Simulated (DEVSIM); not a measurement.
Structure: GaN p-n junction from an implanted or diffused profile, at 350 K.

```csv
layer (left to right),material,thickness (μm),Nd (cm⁻³),τn (s),τp (s)
1,GaN,82.0,1.7e14,1.2e-9,1.2e-9
```

Added acceptor profile: 1.6e18 cm⁻³ × exp(−(x − 0 μm)²/(2·(0.14 μm)²)). Left contact: ohmic. Right contact: ohmic. Voltage is applied to the left contact. Recombination: SRH at mid-gap. Mobility is constant in doping.

The device is made up for the run: typed textbook-type constants, with dimensions and the other settings drawn at random. Values at 300 K; Nc and Nv go as T^1.5, mobilities as T to minus their exponent, the gap by Varshni's rule with the affinity fixed.

| parameter | GaN |
|---|---|
| gap (eV) | 3.43 |
| affinity (eV) | 4.1 |
| permittivity | 9.5 |
| Nc (cm⁻³) | 2.3e18 |
| Nv (cm⁻³) | 4.6e19 |
| μn (cm²/Vs) | 1200 |
| μp (cm²/Vs) | 100 |
| T exponent of μn | 1.5 |
| T exponent of μp | 2 |
| Varshni α (eV/K) | 0.00091 |
| Varshni β (K) | 830 |

Model (solved in DEVSIM): 1D drift-diffusion, Boltzmann statistics, complete ionisation; no tunnelling, impact ionisation, image-force lowering or self-heating.

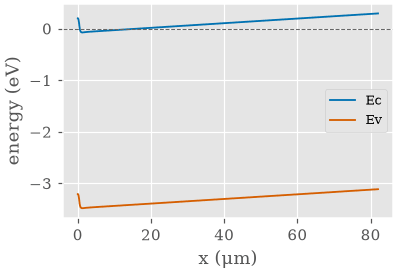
Figure: Band edges at 3.1 V on the left contact

Energies count from the Fermi level of the right contact; mesh points crowd at the junctions.

| x (μm) | Ec (eV) | Ev (eV) | n (cm⁻³) | p (cm⁻³) | field (V/cm) |
|---|---|---|---|---|---|
| 0.000 | 0.200 | -3.208 | < 1e2 | 1.6e18 | -49 |
| 0.02647 | 0.199 | -3.209 | 3.6e9 | 1.6e18 | -410 |
| 0.06623 | 0.196 | -3.212 | 9.6e9 | 1.4e18 | -1000 |
| 0.1322 | 0.186 | -3.222 | 2.4e10 | 1.0e18 | -2000 |
| 0.2716 | 0.143 | -3.265 | 1.5e11 | 2.4e17 | -4200 |
| 0.3892 | 0.083 | -3.325 | 1.1e12 | 3.3e16 | -6000 |
| 0.4984 | 0.018 | -3.390 | 9.8e12 | 3.8e15 | -5200 |
| 0.6539 | -0.038 | -3.446 | 6.2e13 | 5.8e14 | -2200 |
| 0.8702 | -0.065 | -3.474 | 1.6e14 | 1.9e14 | -660 |
| 1.350 | -0.074 | -3.482 | 2.2e14 | 6.4e13 | 42 |
| 2.528 | -0.065 | -3.473 | 1.8e14 | 8.3e12 | 68 |
| 6.958 | -0.043 | -3.451 | 1.7e14 | 2.3e9 | 45 |
| 15.89 | -0.003 | -3.411 | 1.7e14 | 210 | 45 |
| 35.67 | 0.086 | -3.322 | 1.7e14 | < 1e2 | 45 |
| 66.61 | 0.225 | -3.183 | 1.7e14 | < 1e2 | 45 |
| 75.48 | 0.265 | -3.143 | 1.7e14 | < 1e2 | 45 |
| 79.13 | 0.281 | -3.127 | 1.7e14 | < 1e2 | 45 |
| 80.80 | 0.288 | -3.119 | 1.7e14 | < 1e2 | 45 |
| 81.63 | 0.292 | -3.116 | 1.7e14 | < 1e2 | 45 |
| 81.86 | 0.293 | -3.115 | 1.7e14 | < 1e2 | 45 |
| 81.95 | 0.294 | -3.114 | 1.7e14 | < 1e2 | 45 |
| 82.00 | 0.294 | -3.114 | 1.7e14 | < 1e2 | 45 |
